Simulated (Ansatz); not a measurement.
ClFHInNO (SMILES [O][NH][In]([F])[Cl]) (doublet)

```xyz
6

Cl    1.2944   -1.8093   -3.4126
F     2.9129   -0.9926   -0.1892
In    2.2120   -0.2922   -1.8722
N     2.2781    1.7716   -2.2913
O     2.7608    2.6246   -1.4950
H     1.9047    2.1315   -3.1837
```

Geometry: B3LYP-D3(BJ)/def2-SVP; core potentials replace the inner electrons of In.

These are results of isolated molecule in a Gaussian basis; Kohn-Sham density functional theory, functional PBE0 (Ansatz), not measurements.

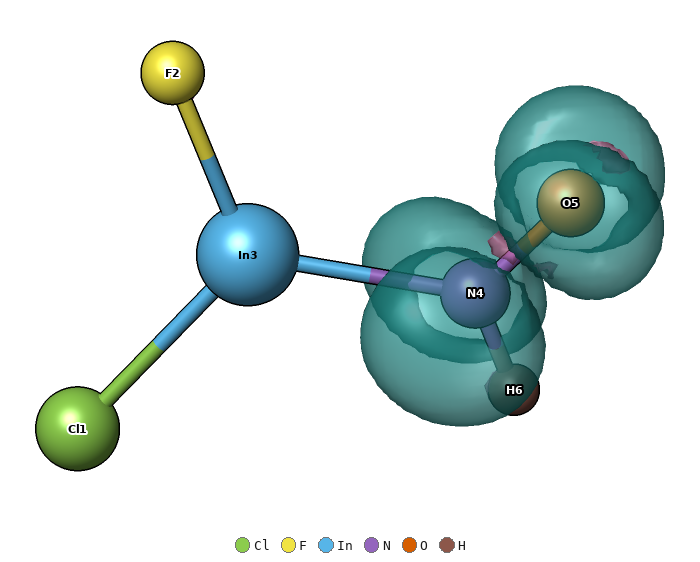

Figure 1. Isosurfaces of the spin density at +0.02 (teal) and −0.02 e/Å³ (pink), seen at a tilt.

Describe the spin distribution.

Answer. The unpaired spin (1 electron) lies mostly on O5 (about 0.6) and N4 (about 0.4), in electrons by Hirshfeld's partition.

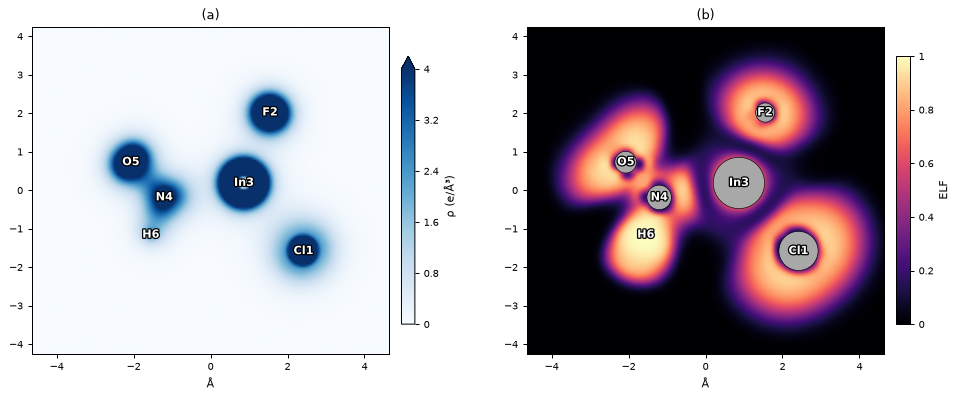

Figure 2. (a) electron density; (b) electron localisation function on the molecular plane. Grey discs cover the atomic cores in the ELF map.

Describe what can be read from this map.

Answer. Atoms in the plane: Cl, F, In, N, O and H. N–O (1.26 Å): the density is about 3 e/Å³ at the midpoint; the ELF peaks at about 0.80 between the atoms; localised, covalent bonding. In–F (1.95 Å): the density is about 0.79 e/Å³ at the midpoint; the ELF peaks at about 0.80 in the valence shell of F, 0.5 Å from its nucleus, and drops to about 0.15 between the two atoms. In–N (2.11 Å): ρ is about 0.67 e/Å³ halfway; the ELF peaks at about 0.90 in the valence shell of N, 0.6 Å from its nucleus, and drops to about 0.15 between the two atoms. In–Cl (2.35 Å): ρ is about 0.57 e/Å³ halfway; the ELF peaks at about 0.80 in the valence shell of Cl, 0.8 Å from its nucleus, and drops to about 0.15 between the two atoms. N–H (1.03 Å): ρ is about 2.9 e/Å³ halfway; the ELF climbs to about 1 towards the hydrogen, as it does in any bond to H; a covalent bond by its length. The ELF also peaks beside Cl1, O5 and F2, away from the bonds: non-bonding electrons, paired or unpaired.

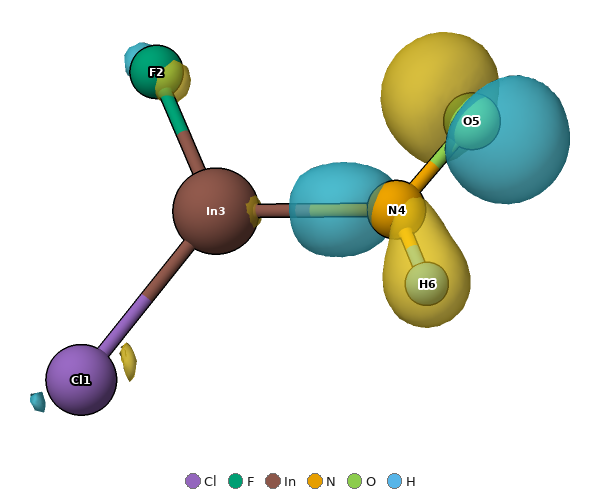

Figure 3. The HOMO−1 (α) at ±0.2 Å⁻³ᐟ² (yellow and cyan are the two phases), seen at a tilt.

Where does this orbital lie, and at what energy?

Answer. Its weight (Hirshfeld) is mainly on O5 (about 60 %), N4 (about 15 %), In3 (about 10 %) and H6 (about 5 %); it is symmetric in the molecular plane (an in-plane orbital: σ, lone-pair or in-plane π type). Its energy is −8.12 eV.
